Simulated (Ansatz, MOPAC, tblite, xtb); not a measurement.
**SiNH4ClO (SMILES N[SiH](O)Cl): the zero-point energy at each level's own minimum, rung by rung**

The runs start from one conformer, not always the lowest.

SiNH4ClO, singlet, SMILES `N[SiH](O)Cl`. Each level relaxes the structure for itself.

Quantity: the zero-point energy at each level's own minimum, in kJ/mol. The values are calculated.

| level | kind | program | value (kJ/mol) |
| --- | --- | --- | --- |
| PM3 | semi-empirical | MOPAC | 130.2 |
| GFN2-xTB | semi-empirical | tblite | 128.6 |
| MNDOD | semi-empirical | MOPAC | 137.6 |
| GFN1-xTB | semi-empirical | xtb | 128.1 |
| HF/STO-3G | Hartree–Fock | Ansatz | 156.8 |
| HF/3-21G | Hartree–Fock | Ansatz | 142.8 |
| HF/6-31G* (Cartesian functions) | Hartree–Fock | Ansatz | 143.8 |
| PBE/def2-SVP | GGA | Ansatz | 129.9 |
| PBE0-D4/def2-TZVP | global hybrid | Ansatz | 134.6 |
| B3LYP/6-31G* (Cartesian functions) | global hybrid | Ansatz | 134.4 |

Harmonic and unscaled. The values span 128.1 to 156.8 kJ/mol.

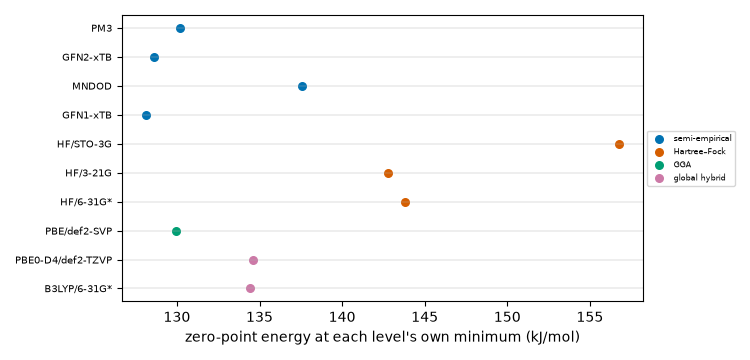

The values of the table, level by level.
